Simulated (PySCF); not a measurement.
CH11O2PSi3

```xyz
18

C    -3.3683   -0.2710   -0.7682
O    -2.0164   -0.6118   -0.7937
Si   -0.7653    0.3736   -0.4412
P    -1.3392    1.6221    1.3654
Si    0.9073   -1.1937   -0.3019
O     2.1858   -0.3605    0.2493
Si    3.6108    0.1671    0.8053
H    -3.6140    0.2527    0.1602
H    -3.6140    0.3784   -1.6101
H    -3.9544   -1.1873   -0.8331
H    -0.6707    1.4279   -1.4808
H    -1.2942    0.5590    2.2566
H    -0.0418    2.0006    1.6603
H     1.3333   -1.7936   -1.5723
H     0.7080   -2.2986    0.6507
H     3.4148    1.5968    1.0427
H     4.6091   -0.0883   -0.2304
H     3.9007   -0.5672    2.0352
```

Geometry: GFN2-xTB.

Theory: PBE0/pcSseg-1, SCF density, gas phase, non-relativistic in PySCF 2.14.0.

Q: What can the converged electron density and electron localisation function tell about the bonding?

A: Si–O (1.62 Å): ρ is about 1.1 e/Å³ halfway; the ELF peaks at about 0.85 between the atoms, as expected for a polar covalent bond.
Si–Si (2.30 Å): ρ is about 0.72 e/Å³ halfway; the ELF peaks at about 1 between the atoms: a covalent bond.

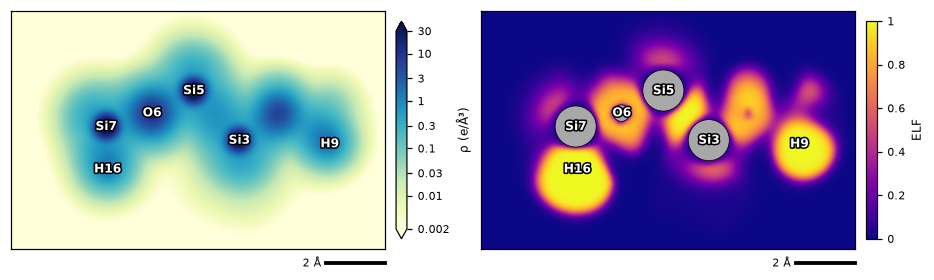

Computed electron density and electron localisation function on the plane of atoms Si5, O6 and Si7, in this order. Grey discs cover the atomic cores in the ELF map. 
